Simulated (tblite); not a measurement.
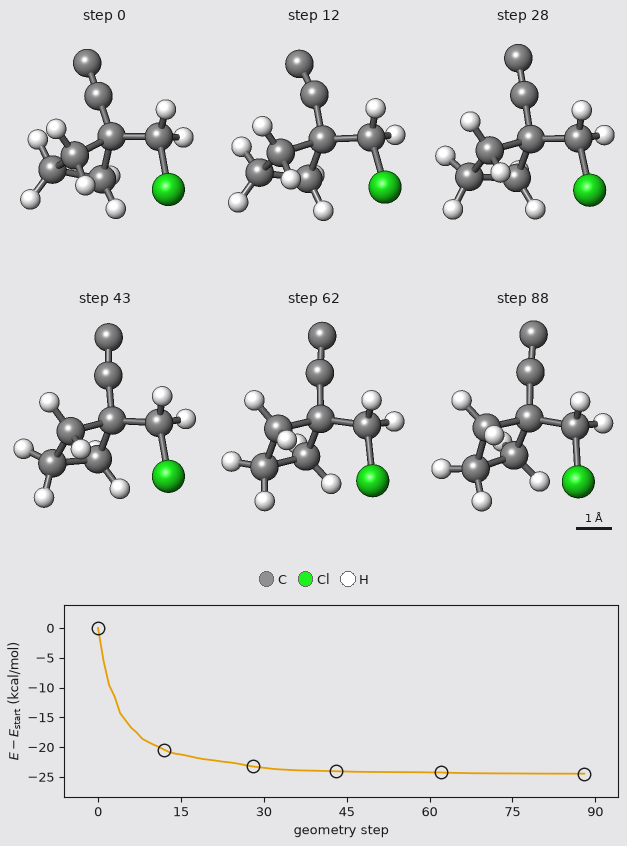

Frames of a relaxation of C7H8Cl (multiplicity 2), marked on the history of the run. Style: ball-and-stick. Shown at a tilt.

Theory: tblite, GFN2-xTB geometry optimisation, gas phase. 

What happens along the run?

Answer. After 88 geometry steps the energy has fallen by 24.4 kcal/mol. The largest move after the best rigid fit is that of an H atom, 1.47 Å. Largest moves by element: H 1.47 Å, C 0.93 Å, Cl 0.37 Å. Among the contacts that change: C–C 1.490 → 1.521 Å, C–C 1.517 → 1.542 Å, C–C 1.442 → 1.466 Å, C–H 1.114 → 1.091 Å. Among the angles between lasting bonds that change: H–C–H 118.6° → 109.2°, C–C–C 116.0° → 107.3°, C–C–C 83.0° → 90.4°. The run took 0.66 s on 1 thread of Arm Neoverse V1, on a shared host. From step 0 to 12: an H atom moves most (0.30 Å), energy −20.4 kcal/mol. From step 12 to 28: a C atom moves most (0.35 Å), energy −2.80 kcal/mol. From step 28 to 43: an H atom moves most (0.36 Å), energy −0.80 kcal/mol. From step 43 to 62: H atoms move most (0.39 Å), energy −0.20 kcal/mol. From step 62 to 88: an H atom moves most (0.24 Å), energy −0.21 kcal/mol.
